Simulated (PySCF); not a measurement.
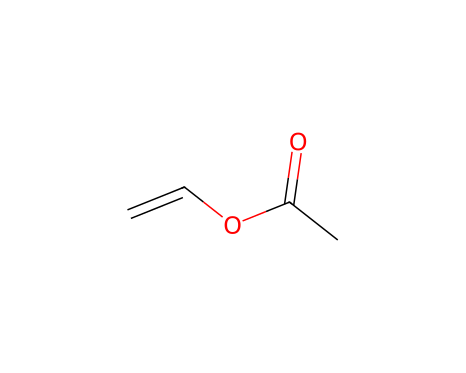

Skeletal drawing of a molecule.

Give its SMILES.

Answer. C=COC(C)=O

What is the molecular formula?

Answer. C4H6O2.

An optimisation with GFN2-xTB gave a structure of which point group?

Answer. Cs. Other conformers may differ.

The parts below concern this one geometry. Atoms keep their numbers from picture to picture. Computed geometry: GFN2-xTB optimisation. No frequency run is at hand to confirm it as a minimum.

## Shape

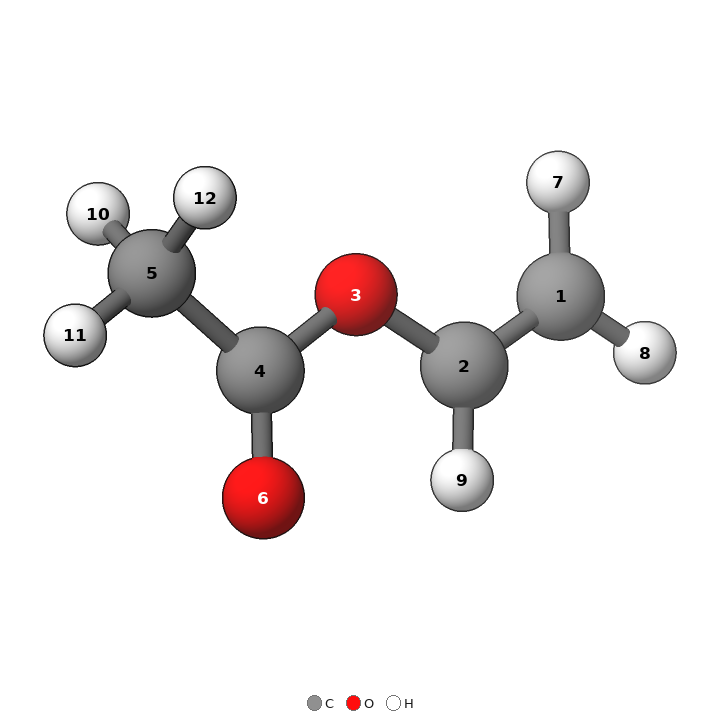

The atoms are numbered. No frequency run is at hand to confirm it as a minimum.

List the bonds and their lengths.

| bond | length (Å) | order |
| --- | --- | --- |
| C1–C2 | 1.319 | double |
| C1–H7 | 1.076 | single |
| C1–H8 | 1.073 | single |
| C2–O3 | 1.376 | single |
| C2–H9 | 1.083 | single |
| O3–C4 | 1.349 | single |
| C4–C5 | 1.503 | single |
| C4–O6 | 1.200 | double |
| C5–H10 | 1.087 | single |
| C5–H11 | 1.085 | single |
| C5–H12 | 1.087 | single |

## Core levels

No frequency run is at hand to confirm it as a minimum. Method: delta-SCF UKS SCAN, pcX-2 on the ionised atom, pcseg-1 elsewhere, spin-free X2C (PySCF 2.14.0).

Give the core-electron binding energies (to vacuum) of C1 1s, C2 1s, O3 1s, C4 1s, C5 1s, O6 1s.

```json
{"atom": "C1", "level": "1s", "binding energy (eV)": "290.4"}
{"atom": "C2", "level": "1s", "binding energy (eV)": "292.4"}
{"atom": "O3", "level": "1s", "binding energy (eV)": "539.8"}
{"atom": "C4", "level": "1s", "binding energy (eV)": "294.6"}
{"atom": "C5", "level": "1s", "binding energy (eV)": "291.4"}
{"atom": "O6", "level": "1s", "binding energy (eV)": "537.8"}
```

## Polarisability

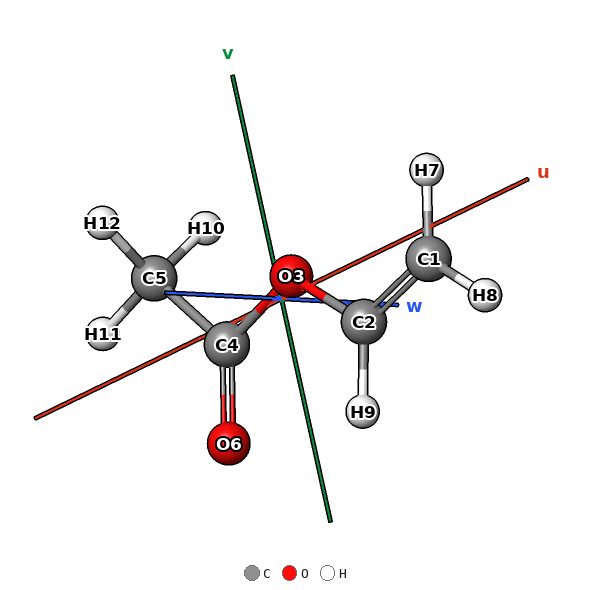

The lines u, v and w are the principal axes of the static dipole polarisability. No frequency run is at hand to confirm it as a minimum. Level of theory: CAM-B3LYP/def2-SVPD (PySCF 2.14.0).

Along which axis is the molecule most polarisable, and along which least?

Answer. Most along u (close to the long direction C1···C5), least along w.

Give the three principal values.

Answer. u 79.1, v 54.3, w 40.2 bohr³; mean 57.9, anisotropy 34.1 bohr³.

## Excitation

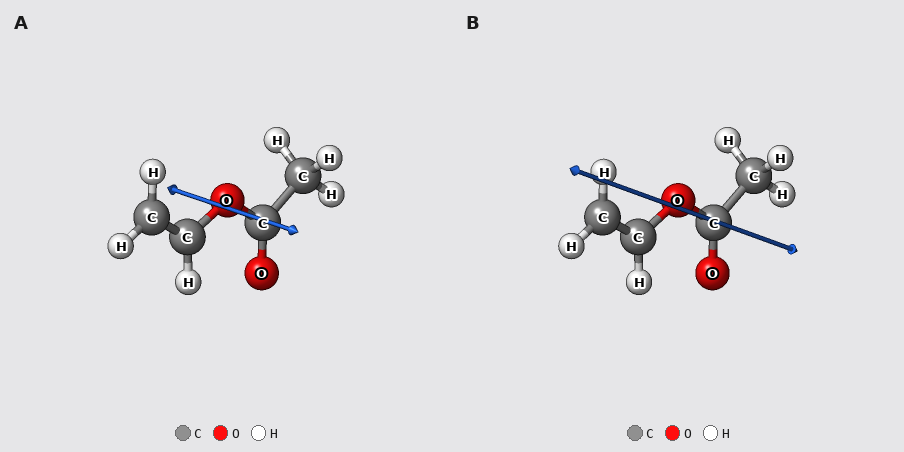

The double arrows show the directions of two transition dipoles from the ground state (lengths mean nothing). No frequency run is at hand to confirm it as a minimum. Level of theory: TDDFT CAM-B3LYP/def2-SVPD, vertical, gas phase, core orbitals frozen in the response (PySCF 2.14.0).

One belongs to singlet state 3 and one to singlet state 4. Which is which?

Answer. A: state 3, 7.25 eV (171 nm), oscillator strength 0.049, mainly HOMO → LUMO+1 (weight 0.67).
B: state 4, 7.83 eV (158 nm), oscillator strength 0.089, mainly HOMO → LUMO+3 (weight 0.93).
